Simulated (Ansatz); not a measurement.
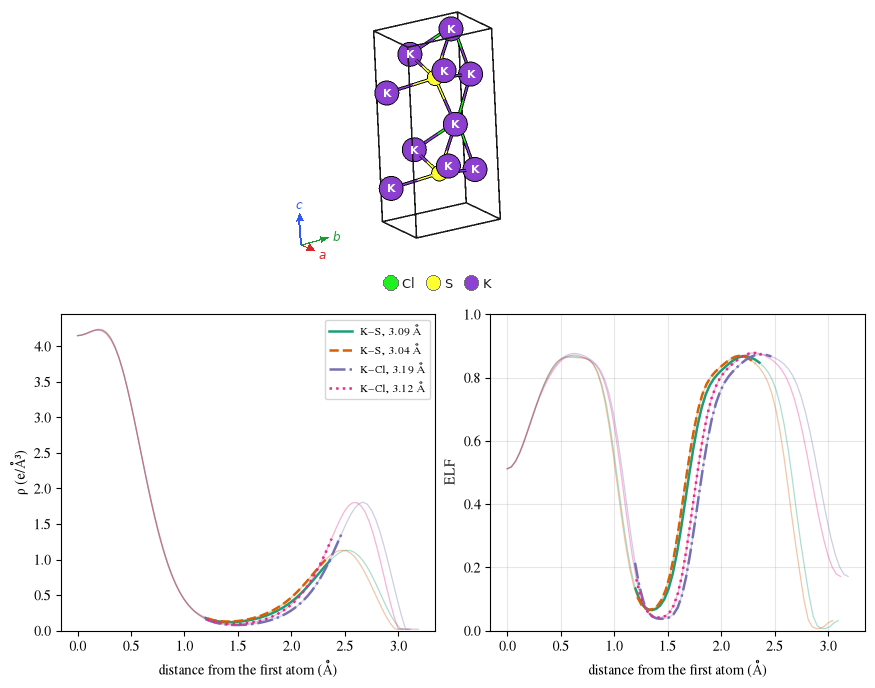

*K$_{3}$SCl. Valence charge density (pseudo) and electron localisation function along straight lines between neighbouring atoms. Thin, pale parts lie inside the atomic spheres. The structure is drawn too.*

Space group R3; started from the antiperovskite prototype, which need not be the ambient phase; changed on purpose from its base cell (shaken).

Computed with Ansatz 0.2.0, DFT, PBEsol, plane waves, PAW.

In a PAW calculation such maps are meaningful between the atoms, not at the nuclei.

What kind of bonding do the profiles show?

Answer. K–S (3.09 Å): the density is about 0.13 e/Å³ at the midpoint; the ELF peaks at about 0.85 in the valence shell of S, 0.9 Å from its nucleus, and drops to about 0.05 between the two atoms; a largely ionic contact.
K–S (3.04 Å): ρ at the midpoint is about 0.14 e/Å³; the ELF peaks at about 0.85 in the valence shell of S, 0.9 Å from its nucleus, and drops to about 0.05 between the two atoms; a closed-shell, largely ionic contact.
K–Cl (3.19 Å): the density is about 0.09 e/Å³ at the midpoint; the ELF is about 0.05 at the midpoint: a largely ionic contact.
K–Cl (3.12 Å): the density is about 0.1 e/Å³ at the midpoint; the ELF peaks at about 0.90 in the valence shell of Cl, 0.8 Å from its nucleus, and drops to about 0.05 between the two atoms (a largely ionic contact).
